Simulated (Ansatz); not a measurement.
**Molecular dynamics, with input and output: GeBH4OF (part 3 of 3)**

GeBH4OF, SMILES B[O][GeH2][F]; RKS revPBE-d3bjatm/6-31G* (Ansatz 0.2.0). The geometry comes from this level: PBE0-D4/def2-TZVP.

Geometry of the input (Å):
```
B  -0.6575  1.3933  -0.2762
O  -0.8453  0.0644  -0.1517
Ge 0.4224  -1.1046  0.2812
F  1.0423  -1.6787  -1.2281
H  -1.5925  2.0610  -0.6176
H  0.4184  1.8845  -0.0393
H  1.5690  -0.3962  1.0062
H  -0.2645  -2.2810  0.9700
```

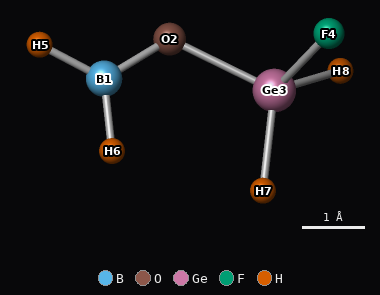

Figure 1. The geometry at step 41 of the log (ball-and-stick view, seen at a tilt; atoms are numbered from 1 in the order of the input).

Trajectory as extended XYZ, continued:
```
8
Properties=species:S:1:pos:R:3:forces:R:3 step=31 time_fs=31.0 energy=-62011.26324 temperature=427.7
B    -0.6299    1.4116   -0.2015   -0.4774  -2.0286  -0.7774
O    -0.8774    0.0353   -0.2914    0.7800   0.2829   0.6823
Ge    0.4383   -1.1468    0.3395   -0.9423  -0.1807  -4.7465
F     1.1541   -1.8253   -1.2540   -0.7283   0.9220   1.9569
H    -1.4107    2.0950   -0.7648   -0.4792   0.4907  -0.0549
H     0.3645    1.7626    0.2854    0.9709   0.6384   0.6764
H     1.4688   -0.5717    1.1245    2.0969   1.5593   1.3710
H    -0.1433   -2.3055    0.9709   -1.2207  -1.6840   0.8922
8
Properties=species:S:1:pos:R:3:forces:R:3 step=32 time_fs=32.0 energy=-62011.44777 temperature=582.4
B    -0.6323    1.4105   -0.1964   -0.0174  -1.8796  -0.6429
O    -0.8769    0.0364   -0.2911    0.6696   0.1591   0.6696
Ge    0.4369   -1.1498    0.3408   -0.3151  -0.4043  -3.6889
F     1.1591   -1.8310   -1.2526   -0.7582   0.9661   1.9749
H    -1.3924    2.1057   -0.7748   -0.4883   0.4587  -0.0279
H     0.3781    1.7454    0.3016    0.6299   0.5822   0.5427
H     1.5047   -0.5393    1.1471    1.0941   0.9780   0.6673
H    -0.1315   -2.3652    0.9766   -0.8146  -0.8602   0.5051
8
Properties=species:S:1:pos:R:3:forces:R:3 step=33 time_fs=33.0 energy=-62011.54528 temperature=699.1
B    -0.6352    1.4066   -0.1920    0.5291  -1.4367  -0.4854
O    -0.8772    0.0376   -0.2901    0.5605   0.0013   0.6442
Ge    0.4356   -1.1529    0.3418    0.3129  -0.6573  -2.6442
F     1.1628   -1.8365   -1.2503   -0.7810   1.0052   1.9771
H    -1.3778    2.1233   -0.7873   -0.3567   0.2741   0.1060
H     0.4004    1.7349    0.3219    0.0566   0.4350   0.2833
H     1.5512   -0.5010    1.1771    0.1143   0.3814  -0.0113
H    -0.1247   -2.4333    0.9845   -0.4357  -0.0032   0.1304
8
Properties=species:S:1:pos:R:3:forces:R:3 step=34 time_fs=34.0 energy=-62011.50225 temperature=582.7
B    -0.6373    1.4016   -0.1885    0.9399  -0.9436  -0.3851
O    -0.8782    0.0380   -0.2880    0.4727  -0.1411   0.6093
Ge    0.4348   -1.1563    0.3423    0.8006  -0.8557  -1.8471
F     1.1640   -1.8415   -1.2466   -0.7831   1.0315   1.9448
H    -1.3649    2.1411   -0.8037   -0.1757   0.0310   0.2833
H     0.4211    1.7276    0.3450   -0.4538   0.3006   0.0379
H     1.5997   -0.4633    1.2084   -0.6263  -0.0887  -0.5145
H    -0.1186   -2.4997    0.9885   -0.1743   0.6660  -0.1286
8
Properties=species:S:1:pos:R:3:forces:R:3 step=35 time_fs=35.0 energy=-62011.37956 temperature=475.1
B    -0.6376    1.3967   -0.1862    1.1513  -0.5425  -0.3150
O    -0.8800    0.0381   -0.2850    0.4158  -0.2638   0.5600
Ge    0.4345   -1.1601    0.3421    1.0975  -0.9924  -1.3077
F     1.1635   -1.8457   -1.2421   -0.7673   1.0406   1.8825
H    -1.3528    2.1571   -0.8171   -0.0227  -0.1861   0.4288
H     0.4329    1.7201    0.3694   -0.7626   0.2223  -0.1374
H     1.6430   -0.4286    1.2336   -1.1040  -0.4111  -0.8282
H    -0.1149   -2.5575    0.9887   -0.0081   1.1330  -0.2831
8
Properties=species:S:1:pos:R:3:forces:R:3 step=36 time_fs=36.0 energy=-62011.24584 temperature=374.1
B    -0.6366    1.3912   -0.1846    1.2071  -0.1311  -0.2739
O    -0.8825    0.0388   -0.2812    0.3755  -0.4175   0.4983
Ge    0.4340   -1.1640    0.3415    1.2625  -1.0562  -0.9536
F     1.1615   -1.8501   -1.2366   -0.7430   1.0368   1.8021
H    -1.3401    2.1743   -0.8257    0.0982  -0.3967   0.5414
H     0.4346    1.7166    0.3922   -0.8980   0.1635  -0.2446
H     1.6778   -0.3967    1.2507   -1.3911  -0.6245  -1.0055
H    -0.1130   -2.6021    0.9879    0.0888   1.4257  -0.3642
8
Properties=species:S:1:pos:R:3:forces:R:3 step=37 time_fs=37.0 energy=-62011.15119 temperature=251.5
B    -0.6343    1.3850   -0.1836    1.1896   0.2364  -0.2263
O    -0.8852    0.0395   -0.2761    0.3401  -0.5969   0.4271
Ge    0.4334   -1.1676    0.3408    1.3277  -1.0736  -0.7423
F     1.1589   -1.8547   -1.2312   -0.7172   1.0274   1.7207
H    -1.3246    2.1893   -0.8290    0.1459  -0.5488   0.5858
H     0.4282    1.7154    0.4107   -0.8937   0.1215  -0.2869
H     1.6998   -0.3706    1.2576   -1.5322  -0.7513  -1.0812
H    -0.1127   -2.6320    0.9861    0.1398   1.5853  -0.3967
8
Properties=species:S:1:pos:R:3:forces:R:3 step=38 time_fs=38.0 energy=-62011.12803 temperature=216.5
B    -0.6304    1.3785   -0.1833    1.1260   0.4863  -0.1329
O    -0.8872    0.0397   -0.2707    0.3186  -0.8024   0.3532
Ge    0.4331   -1.1714    0.3400    1.3224  -1.0548  -0.6218
F     1.1568   -1.8584   -1.2265   -0.6898   1.0133   1.6430
H    -1.3072    2.1959   -0.8247    0.1014  -0.5826   0.5281
H     0.4138    1.7149    0.4273   -0.7631   0.1030  -0.2712
H     1.7051   -0.3552    1.2569   -1.5698  -0.8111  -1.0974
H    -0.1099   -2.6483    0.9834    0.1544   1.6483  -0.4011
8
Properties=species:S:1:pos:R:3:forces:R:3 step=39 time_fs=39.0 energy=-62011.18052 temperature=272.0
B    -0.6251    1.3706   -0.1835    1.0210   0.6882  -0.0078
O    -0.8876    0.0396   -0.2650    0.2827  -1.0730   0.2638
Ge    0.4330   -1.1750    0.3389    1.2868  -0.9846  -0.5650
F     1.1557   -1.8608   -1.2219   -0.6601   0.9940   1.5608
H    -1.2877    2.1968   -0.8151   -0.0031  -0.5353   0.3962
H     0.3919    1.7128    0.4443   -0.5227   0.1168  -0.2008
H     1.6930   -0.3497    1.2484   -1.5325  -0.8222  -1.0731
H    -0.1027   -2.6493    0.9780    0.1279   1.6161  -0.3741
8
Properties=species:S:1:pos:R:3:forces:R:3 step=40 time_fs=40.0 energy=-62011.28579 temperature=340.2
B    -0.6191    1.3627   -0.1840    0.9246   0.7886   0.1455
O    -0.8865    0.0387   -0.2592    0.2322  -1.3341   0.1622
Ge    0.4329   -1.1779    0.3375    1.2228  -0.8614  -0.5870
F     1.1555   -1.8635   -1.2169   -0.6282   0.9754   1.4778
H    -1.2646    2.1940   -0.8026   -0.1703  -0.4083   0.1984
H     0.3668    1.7094    0.4615   -0.2267   0.1523  -0.0891
H     1.6658   -0.3503    1.2325   -1.4179  -0.7888  -1.0036
H    -0.0943   -2.6341    0.9682    0.0636   1.4763  -0.3042
8
Properties=species:S:1:pos:R:3:forces:R:3 step=41 time_fs=41.0 energy=-62011.41907 temperature=489.8
B    -0.6125    1.3550   -0.1842    0.8543   0.7232   0.3256
O    -0.8848    0.0361   -0.2541    0.1897  -1.5201   0.0666
Ge    0.4325   -1.1803    0.3362    1.0961  -0.6852  -0.7248
F     1.1562   -1.8665   -1.2110   -0.5914   0.9538   1.3908
H    -1.2410    2.1862   -0.7857   -0.4040  -0.1793  -0.0694
H     0.3425    1.7067    0.4766    0.0873   0.1905   0.0527
H     1.6236   -0.3567    1.2104   -1.1864  -0.6834  -0.8608
H    -0.0868   -2.6045    0.9554   -0.0456   1.2004  -0.1807
8
Properties=species:S:1:pos:R:3:forces:R:3 step=42 time_fs=42.0 energy=-62011.54455 temperature=637.0
B    -0.6059    1.3476   -0.1843    0.8254   0.5482   0.5267
O    -0.8829    0.0319   -0.2488    0.1532  -1.6149  -0.0216
Ge    0.4318   -1.1828    0.3350    0.8591  -0.4638  -1.0543
F     1.1576   -1.8691   -1.2040   -0.5489   0.9218   1.2911
H    -1.2205    2.1754   -0.7677   -0.6586   0.1006  -0.3605
H     0.3221    1.7064    0.4897    0.3539   0.2088   0.1798
H     1.5669   -0.3688    1.1776   -0.7632  -0.4468  -0.5777
H    -0.0786   -2.5635    0.9404   -0.2210   0.7462   0.0165
8
Properties=species:S:1:pos:R:3:forces:R:3 step=43 time_fs=43.0 energy=-62011.60684 temperature=700.2
B    -0.5982    1.3400   -0.1837    0.8243   0.4524   0.7135
O    -0.8808    0.0268   -0.2434    0.1222  -1.6259  -0.1049
Ge    0.4313   -1.1853    0.3338    0.4558  -0.2511  -1.6017
F     1.1590   -1.8710   -1.1966   -0.4982   0.8765   1.1810
H    -1.2031    2.1673   -0.7540   -0.8315   0.2962  -0.5730
H     0.3095    1.7108    0.5049    0.4808   0.1669   0.2210
H     1.4993   -0.3815    1.1390   -0.0942  -0.0298  -0.1182
H    -0.0728   -2.5155    0.9269   -0.4592   0.1148   0.2823
8
Properties=species:S:1:pos:R:3:forces:R:3 step=44 time_fs=44.0 energy=-62011.57201 temperature=640.3
B    -0.5893    1.3330   -0.1825    0.6886   0.5630   0.7544
O    -0.8785    0.0208   -0.2386    0.0996  -1.5174  -0.1868
Ge    0.4310   -1.1877    0.3319   -0.0612  -0.0653  -2.3327
F     1.1606   -1.8721   -1.1893   -0.4411   0.8172   1.0695
H    -1.1921    2.1682   -0.7492   -0.7931   0.2319  -0.5868
H     0.3025    1.7185    0.5220    0.4988   0.0839   0.1901
H     1.4301   -0.3900    1.1020    0.7612   0.5554   0.4828
H    -0.0736   -2.4635    0.9170   -0.7529  -0.6687   0.6095
8
Properties=species:S:1:pos:R:3:forces:R:3 step=45 time_fs=45.0 energy=-62011.45276 temperature=529.6
B    -0.5799    1.3274   -0.1819    0.4590   0.7627   0.6883
O    -0.8765    0.0141   -0.2340    0.0940  -1.2818  -0.2657
Ge    0.4313   -1.1904    0.3298   -0.5599   0.0779  -3.0920
F     1.1626   -1.8727   -1.1821   -0.3796   0.7456   0.9565
H    -1.1858    2.1742   -0.7570   -0.5922  -0.0203  -0.4430
H     0.3003    1.7258    0.5404    0.4245  -0.0099   0.0942
H     1.3705   -0.3920    1.0711    1.6181   1.1970   1.1063
H    -0.0843   -2.4145    0.9100   -1.0638  -1.4712   0.9553
8
Properties=species:S:1:pos:R:3:forces:R:3 step=46 time_fs=46.0 energy=-62011.35455 temperature=449.8
B    -0.5707    1.3223   -0.1811    0.2142   0.9568   0.5885
O    -0.8756    0.0068   -0.2296    0.1067  -0.9768  -0.3398
Ge    0.4316   -1.1931    0.3272   -0.9236   0.0331  -3.4620
F     1.1641   -1.8731   -1.1741   -0.3092   0.6606   0.8312
H    -1.1812    2.1803   -0.7721   -0.3462  -0.3128  -0.2433
H     0.3005    1.7325    0.5602    0.3021  -0.1089  -0.0367
H     1.3265   -0.3823    1.0520    2.1777   1.6385   1.5257
H    -0.1095   -2.3806    0.9118   -1.2218  -1.8905   1.1364
8
Properties=species:S:1:pos:R:3:forces:R:3 step=47 time_fs=47.0 energy=-62011.37845 temperature=436.6
B    -0.5618    1.3172   -0.1793    0.0102   1.0857   0.5086
O    -0.8749   -0.0011   -0.2261    0.1336  -0.6459  -0.4023
Ge    0.4319   -1.1954    0.3239   -1.0172  -0.0964  -3.1480
F     1.1658   -1.8728   -1.1652   -0.2292   0.5631   0.6856
H    -1.1771    2.1832   -0.7860   -0.1474  -0.5402  -0.0743
H     0.3021    1.7409    0.5784    0.1732  -0.2176  -0.1702
H     1.3021   -0.3594    1.0496    2.2025   1.6221   1.5398
H    -0.1451   -2.3652    0.9243   -1.1257  -1.7707   1.0608
8
Properties=species:S:1:pos:R:3:forces:R:3 step=48 time_fs=48.0 energy=-62011.51405 temperature=602.3
B    -0.5521    1.3124   -0.1769   -0.1621   1.1130   0.4777
O    -0.8741   -0.0089   -0.2231    0.1891  -0.3276  -0.4471
Ge    0.4325   -1.1976    0.3201   -0.8716  -0.1494  -2.1849
F     1.1687   -1.8719   -1.1555   -0.1412   0.4543   0.5192
H    -1.1749    2.1782   -0.7947   -0.0168  -0.6489   0.0238
H     0.3049    1.7505    0.5943    0.0660  -0.3240  -0.2924
H     1.2987   -0.3240    1.0640    1.7246   1.1113   1.1436
H    -0.1899   -2.3662    0.9460   -0.7879  -1.2286   0.7601
8
Properties=species:S:1:pos:R:3:forces:R:3 step=49 time_fs=49.0 energy=-62011.64569 temperature=721.1
B    -0.5417    1.3077   -0.1742   -0.3685   1.0848   0.4174
O    -0.8731   -0.0168   -0.2217    0.2707  -0.0169  -0.4694
Ge    0.4332   -1.1997    0.3160   -0.6549  -0.1021  -0.8720
F     1.1720   -1.8708   -1.1452   -0.0441   0.3328   0.3328
H    -1.1745    2.1688   -0.8008    0.0853  -0.7061   0.0929
H     0.3072    1.7615    0.6050    0.0089  -0.4184  -0.3682
H     1.3113   -0.2775    1.0921    1.0122   0.3368   0.5298
H    -0.2406   -2.3788    0.9774   -0.3096  -0.5108   0.3366
8
Properties=species:S:1:pos:R:3:forces:R:3 step=50 time_fs=50.0 energy=-62011.67487 temperature=729.7
B    -0.5316    1.3034   -0.1711   -0.5415   0.9715   0.3403
O    -0.8713   -0.0248   -0.2212    0.3474   0.2707  -0.4765
Ge    0.4339   -1.2025    0.3120   -0.4946   0.0272   0.3861
F     1.1762   -1.8685   -1.1352    0.0578   0.1982   0.1283
H    -1.1689    2.1561   -0.8058    0.1152  -0.6907   0.1097
H     0.3085    1.7716    0.6104    0.0055  -0.4871  -0.3785
H     1.3322   -0.2286    1.1259    0.3699  -0.3842  -0.0459
H    -0.2902   -2.3945    1.0138    0.1402   0.0942  -0.0634
```

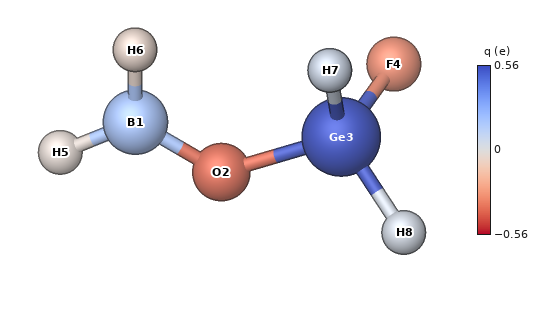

Figure 2. Mulliken charges, as the colour of each atom (ball-and-stick view, seen at a tilt; atoms are numbered from 1 in the order of the input). By element: B +0.19, O −0.40, Ge +0.53, F −0.33 and H −0.05 to +0.05 e.
